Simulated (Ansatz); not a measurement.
**Geometry relaxation, with input and output: CH9FOSi2 (part 1 of 2)**

The run: geometry relaxation of CH9FOSi2. Method and program: RKS B3LYP/def2-SVP (Ansatz 0.2.0).

The input holds or restrains some coordinates. It belongs to a series of runs on one base structure; here: pulled along the bonds that form and break, towards end A. Figures and captions count atoms from 1; the log counts them from 0 in places.

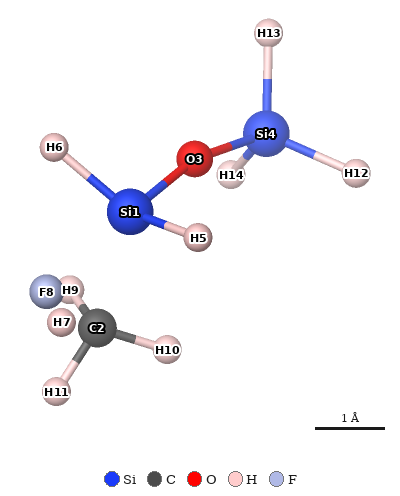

**Figure 1.** The starting structure (ball-and-stick view, seen at a tilt; atoms are numbered from 1 in the order of the input). Bond lengths as drawn: C–H 1.08 to 1.10 Å, H–Si 1.45 to 1.46 Å and O–Si 1.61 to 1.64 Å.

Input file
```yaml
crystal:
  periodic: [false, false, false]
  atoms:
    - { symbol: Si, position_ang: [0.2086, 1.0435, 0.5279] }
    - { symbol: C, position_ang: [0.7795, -0.98, 1.0833] }
    - { symbol: O, position_ang: [-0.7066, 0.5892, -0.7512] }
    - { symbol: Si, position_ang: [-1.3077, -0.1422, -2.0592] }
    - { symbol: H, position_ang: [1.3013, 1.7265, -0.1326] }
    - { symbol: H, position_ang: [-0.83, 1.5531, 1.3976] }
    - { symbol: H, position_ang: [1.2224, 0.1159, 1.8227] }
    - { symbol: F, position_ang: [1.3606, 1.2667, 2.1524] }
    - { symbol: H, position_ang: [-0.2138, -1.4029, 1.1781] }
    - { symbol: H, position_ang: [1.2059, -1.2877, 0.136] }
    - { symbol: H, position_ang: [1.3882, -1.4613, 1.8593] }
    - { symbol: H, position_ang: [-0.2915, -0.0971, -3.1127] }
    - { symbol: H, position_ang: [-2.5117, 0.6045, -2.4118] }
    - { symbol: H, position_ang: [-1.6053, -1.5281, -1.6897] }
basis:
  gaussian: { orbitals: def2-SVP }
hamiltonian:
  xc: b3lyp
relax:
  f_tol: 0.15
  max_steps: 25
  restrain:
    - { distance: [0, 7], at: 2.98, k: 30.0 }
    - { distance: [6, 1], at: 2.37, k: 30.0 }
    - { distance: [0, 1], at: 1.87, k: 30.0 }
    - { distance: [6, 7], at: 0.88, k: 30.0 }
output:
  orbitals: {}
```

Machine: 4 threads of Arm Neoverse N1, 16 GiB of memory available, shared host.

Command:
```bash
ansatz run input.yaml --threads 4 --pin off --max-ram 5120MiB --backend cpu --events-out ev --progress --plain --runs-dir out
```

Log
```
The last accepted step is kept in [file] (removed where the run ends without a failure and the disk answers)
Engine: ansatz 0.2.0, aarch64-unknown-linux-gnu
Functional definition: B3LYP
  parameter a0 = 0.2
  parameter ax = 0.72
  parameter ac = 0.81
  exchange = (1 - a0 - ax)*slater_x + ax*b88_x + a0*exact_x
  correlation = (1 - ac)*vwn_rpa_c + ac*lyp_c
1281 factors; integrals over basis functions are off by at most 5.3e-4 eV
mean field evaluation 1: about -21686.3926 eV, gradient 6.8e1 eV
mean field evaluation 2: about -21674.4774 eV, gradient 1.0e2 eV
mean field evaluation 4: about -21695.0247 eV, gradient 4.3e0 eV
mean field evaluation 8: about -21695.0667 eV, gradient 2.6e-1 eV
mean field evaluation 16: about -21695.0668 eV, gradient 1.1e-5 eV
mean field -21695.06678029 eV, -797.2789987313 hartree, gradient 1.1e-5 eV, S^2 0.000000; 0 other end points of the search recorded, 0 dependent functions left out
the calculation of the forces begins
reference -21695.06707261 eV, -797.2790094737 hartree; 30, 30 occupied and 93, 93 virtual orbitals, 1281 factors
relax step   1: F+E_penalty+E_count = -21695.06678029 eV  Δ(F+E_penalty+E_count) = +0.000e0 eV  max|allowed force component| = 9.277e-1 eV/Å  E_restraint = 31.54800864 eV  max|allowed force component, restraints' pulls added| = 3.308e1 eV/Å  Δτ_max = 0.0000 Å  (26 SCF iters, accepted)
  distance Si 0 - F 7 = 2.0040 Å
  distance H 6 - C 1 = 1.3942 Å
  distance Si 0 - C 1 = 2.1746 Å
  distance H 6 - F 7 = 1.2050 Å
these checks for a lower state are left out or cut short: starts, cluster_reference, orbital_swaps, neighbouring_geometries, increment
1281 factors; integrals over basis functions are off by at most 5.3e-4 eV
mean field -21695.16211121 eV, -797.2825020780 hartree, gradient 5.8e-5 eV, S^2 0.000000; 0 other end points of the search recorded, 0 dependent functions left out
[... from here on the field's lines of each further geometry are left out, up to the last ...]
relax step   2: F+E_penalty+E_count = -21695.16211121 eV  Δ(F+E_penalty+E_count) = -9.533e-2 eV  max|allowed force component| = 2.330e0 eV/Å  E_restraint = 16.59768858 eV  max|allowed force component, restraints' pulls added| = 2.314e1 eV/Å  Δτ_max = 0.1947 Å  (29 SCF iters, accepted)
relax step   3: F+E_penalty+E_count = -21695.03499255 eV  Δ(F+E_penalty+E_count) = +1.271e-1 eV  max|allowed force component| = 5.205e0 eV/Å  E_restraint = 7.05158966 eV  max|allowed force component, restraints' pulls added| = 1.150e1 eV/Å  Δτ_max = 0.1947 Å  (28 SCF iters, accepted)
relax step   4: F+E_penalty+E_count = -21695.24390016 eV  Δ(F+E_penalty+E_count) = -2.089e-1 eV  max|allowed force component| = 4.775e0 eV/Å  E_restraint = 1.78303459 eV  max|allowed force component, restraints' pulls added| = 7.104e0 eV/Å  Δτ_max = 0.1949 Å  (27 SCF iters, accepted)
relax step   5: F+E_penalty+E_count = -21695.94076755 eV  Δ(F+E_penalty+E_count) = -6.969e-1 eV  max|allowed force component| = 1.965e0 eV/Å  E_restraint = 0.15891327 eV  max|allowed force component, restraints' pulls added| = 2.194e0 eV/Å  Δτ_max = 0.1950 Å  (27 SCF iters, accepted)
relax step   6: F+E_penalty+E_count = -21696.44329068 eV  Δ(F+E_penalty+E_count) = -5.025e-1 eV  max|allowed force component| = 9.261e-1 eV/Å  E_restraint = 0.03132533 eV  max|allowed force component, restraints' pulls added| = 9.634e-1 eV/Å  Δτ_max = 0.1940 Å  (28 SCF iters, accepted)
relax step   7: F+E_penalty+E_count = -21696.55273415 eV  Δ(F+E_penalty+E_count) = -1.094e-1 eV  max|allowed force component| = 1.260e0 eV/Å  E_restraint = 0.01251943 eV  max|allowed force component, restraints' pulls added| = 5.450e-1 eV/Å  Δτ_max = 0.2000 Å  (28 SCF iters, accepted)
relax step   8: F+E_penalty+E_count = -21696.56848092 eV  Δ(F+E_penalty+E_count) = -1.575e-2 eV  max|allowed force component| = 1.266e0 eV/Å  E_restraint = 0.01247482 eV  max|allowed force component, restraints' pulls added| = 5.135e-1 eV/Å  Δτ_max = 0.0494 Å  (25 SCF iters, accepted)
relax step   9: F+E_penalty+E_count = -21696.55705339 eV  Δ(F+E_penalty+E_count) = +1.143e-2 eV  max|allowed force component| = 1.823e0 eV/Å  E_restraint = 0.11352821 eV  max|allowed force component, restraints' pulls added| = 4.111e0 eV/Å  Δτ_max = 0.1950 Å  (30 SCF iters, rejected (line search))
relax step  10: F+E_penalty+E_count = -21696.58658446 eV  Δ(F+E_penalty+E_count) = -1.810e-2 eV  max|allowed force component| = 9.131e-1 eV/Å  E_restraint = 0.01752757 eV  max|allowed force component, restraints' pulls added| = 1.002e-1 eV/Å  Δτ_max = 0.0975 Å  (25 SCF iters, accepted)
relax step  11: F+E_penalty+E_count = -21696.60025032 eV  Δ(F+E_penalty+E_count) = -1.367e-2 eV  max|allowed force component| = 3.740e-1 eV/Å  E_restraint = 0.03604902 eV  max|allowed force component, restraints' pulls added| = 1.282e0 eV/Å  Δτ_max = 0.0995 Å  (28 SCF iters, rejected (line search))
relax step  12: F+E_penalty+E_count = -21696.59234791 eV  Δ(F+E_penalty+E_count) = -5.763e-3 eV  max|allowed force component| = 8.101e-1 eV/Å  E_restraint = 0.01925937 eV  max|allowed force component, restraints' pulls added| = 1.850e-1 eV/Å  Δτ_max = 0.0492 Å  (24 SCF iters, accepted)
relax step  13: F+E_penalty+E_count = -21696.59664002 eV  Δ(F+E_penalty+E_count) = -4.292e-3 eV  max|allowed force component| = 7.509e-1 eV/Å  E_restraint = 0.02031907 eV  max|allowed force component, restraints' pulls added| = 2.574e-1 eV/Å  Δτ_max = 0.0488 Å  (23 SCF iters, accepted)
relax step  14: F+E_penalty+E_count = -21696.60454681 eV  Δ(F+E_penalty+E_count) = -7.907e-3 eV  max|allowed force component| = 6.126e-1 eV/Å  E_restraint = 0.02261431 eV  max|allowed force component, restraints' pulls added| = 4.280e-1 eV/Å  Δτ_max = 0.0743 Å  (24 SCF iters, accepted)
relax step  15: F+E_penalty+E_count = -21696.61769206 eV  Δ(F+E_penalty+E_count) = -1.315e-2 eV  max|allowed force component| = 3.040e-1 eV/Å  E_restraint = 0.02906665 eV  max|allowed force component, restraints' pulls added| = 8.255e-1 eV/Å  Δτ_max = 0.1110 Å  (24 SCF iters, accepted)
relax step  16: F+E_penalty+E_count = -21696.62755948 eV  Δ(F+E_penalty+E_count) = -9.867e-3 eV  max|allowed force component| = 7.224e-1 eV/Å  E_restraint = 0.01842936 eV  max|allowed force component, restraints' pulls added| = 1.554e-1 eV/Å  Δτ_max = 0.1688 Å  (26 SCF iters, accepted)
relax step  17: F+E_penalty+E_count = -21696.62601254 eV  Δ(F+E_penalty+E_count) = +1.547e-3 eV  max|allowed force component| = 8.422e-1 eV/Å  E_restraint = 0.02154950 eV  max|allowed force component, restraints' pulls added| = 4.734e-1 eV/Å  Δτ_max = 0.1951 Å  (26 SCF iters, rejected (line search))
the calculation of the forces begins
reference -21696.63356931 eV, -797.3365771656 hartree; 30, 30 occupied and 93, 93 virtual orbitals, 1281 factors
relax step  18: F+E_penalty+E_count = -21696.63327135 eV  Δ(F+E_penalty+E_count) = -5.712e-3 eV  max|allowed force component| = 8.075e-1 eV/Å  E_restraint = 0.01684841 eV  max|allowed force component, restraints' pulls added| = 5.194e-2 eV/Å  Δτ_max = 0.0976 Å  (24 SCF iters, accepted)
  distance Si 0 - F 7 = 2.9835 Å
  distance H 6 - C 1 = 2.3751 Å
  distance Si 0 - C 1 = 1.8777 Å
  distance H 6 - F 7 = 0.9120 Å
1281 factors; integrals over basis functions are off by at most 6.7e-4 eV
mean field evaluation 128: about -21696.6332 eV, gradient 1.6e-1 eV
```

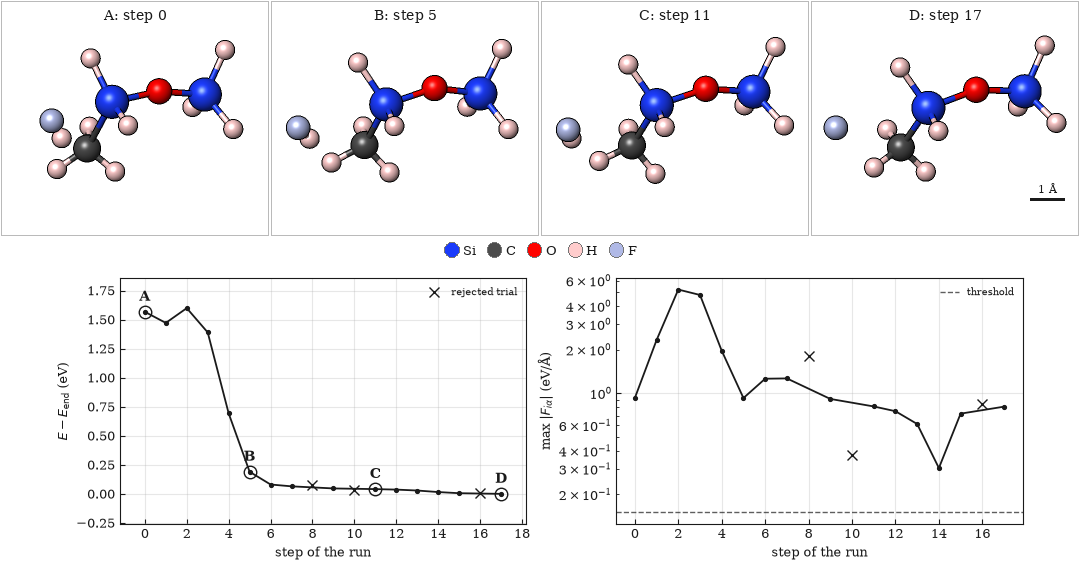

**Figure 2.** Frames of the restrained relaxation (ball-and-stick view, seen at a tilt) above the curves, on which the letters mark them (the first geometry is step 0 here and step 1 in the log).

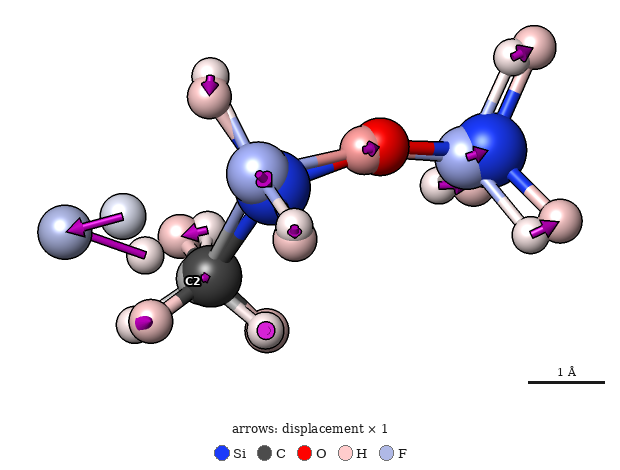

**Figure 3.** Start (faint) and end (solid) with the displacements as pink arrows, at true length (ball-and-stick view, seen at a tilt). The two geometries are laid on each other by the best rigid fit. The atom that moves furthest after the best rigid fit is H7 (1.11 Å). By element the largest moves are H 1.11 Å, F 0.80 Å, Si 0.36 Å, O 0.25 Å, C 0.12 Å. Among the contacts that change: Si1–C2 2.175 → 1.878 Å, H7–F8 1.205 → 0.912 Å, Si1–H5 1.448 → 1.488 Å, O3–Si4 1.615 → 1.651 Å. New bonds form: H7–F8 (1.21 → 0.91 Å). Among the angles that change: Si1–C2–H11 137.2° → 112.6°, H5–Si1–H6 130.5° → 110.5°, C2–Si1–O3 95.1° → 108.8°. The energy falls by 1.566 eV in 17 geometry steps. The largest force component goes from 0.93 to 0.81 eV/Å. The line search rejected the trial steps at points 8, 10, 16 (counted from 0) and went back. (Atoms are counted from 1 in the order of the input.)

```
mean field -21696.63327135 eV, -797.3365662160 hartree, gradient 5.2e-5 eV, S^2 0.000000; 1 other end points of the search recorded, 0 dependent functions left out
the calculation of the forces begins
reference -21696.63356931 eV, -797.3365771656 hartree; 30, 30 occupied and 93, 93 virtual orbitals, 1281 factors
Total energy: -21696.63356931 eV, -797.3365771656 hartree
Atom 0 at     0.206973     0.756313     0.316420 Å, force    -0.144549     0.198768    -0.222724 eV/Å
Atom 1 at     0.766104    -0.910209     0.976617 Å, force     0.041679    -0.267542     0.000376 eV/Å
Atom 2 at    -0.854509     0.506934    -0.941108 Å, force     0.000163    -0.017533     0.013888 eV/Å
Atom 3 at    -1.492541    -0.152769    -2.313746 Å, force     0.011349     0.001907     0.003899 eV/Å
Atom 4 at     1.369639     1.538341    -0.184670 Å, force     0.008040    -0.012352     0.004434 eV/Å
Atom 5 at    -0.532942     1.526956     1.350302 Å, force     0.014686    -0.003007     0.018777 eV/Å
Atom 6 at     1.223918     0.435498     2.879357 Å, force    -0.505005    -0.706685     0.155464 eV/Å
Atom 7 at     1.726583     1.195770     2.846054 Å, force     0.569634     0.807545     0.055106 eV/Å
Atom 8 at    -0.037809    -1.423816     1.530583 Å, force     0.014005     0.001246    -0.000469 eV/Å
Atom 9 at     1.048037    -1.566432     0.135964 Å, force    -0.009739     0.007688    -0.001074 eV/Å
Atom 10 at     1.659312    -0.833339     1.616048 Å, force     0.008274    -0.015754    -0.014488 eV/Å
Atom 11 at    -0.545723    -0.003893    -3.458669 Å, force    -0.005861    -0.000320    -0.000860 eV/Å
Atom 12 at    -2.769685     0.537671    -2.644488 Å, force    -0.004273     0.003041    -0.000610 eV/Å
Atom 13 at    -1.767457    -1.606925    -2.108565 Å, force     0.001595     0.002998    -0.011720 eV/Å
Dipole moment:    -0.056059    -0.410214     0.081045 e Å
```
